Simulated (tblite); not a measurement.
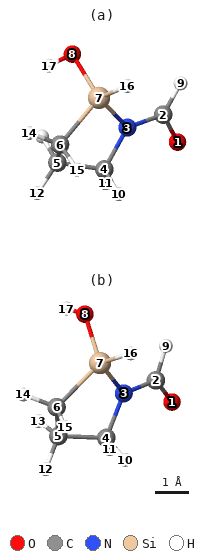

The structure of C$_{4}$H$_{9}$NO$_{2}$Si before (top) and after (bottom) a relaxation, at one scale.

A ball-and-stick model, seen at a tilt.

Theory: GFN2-xTB geometry optimisation, gas phase in tblite. 

Q: What changed between the two?

A: The energy falls by 1.074 eV in 100 geometry steps. H17 moves most after the best rigid fit: 0.87 Å. Largest moves by element: H 0.87 Å, O 0.48 Å, C 0.26 Å, N 0.11 Å, Si 0.03 Å. Among the contacts that change: Si7–O8 1.708 → 1.619 Å, O1–C2 1.278 → 1.206 Å, O8–H17 1.009 → 0.955 Å, C2–N3 1.398 → 1.345 Å. Bond angles that change, for instance: Si7–O8–H17 108.7° → 123.7°, N3–C2–H9 125.1° → 111.1°, O8–Si7–H16 114.0° → 101.8°. Groups turn about C6–Si7 by about 20°. Cost: 0.97 s on 1 thread of Intel(R) Xeon(R) Processor @ 2.70GHz (shared host).
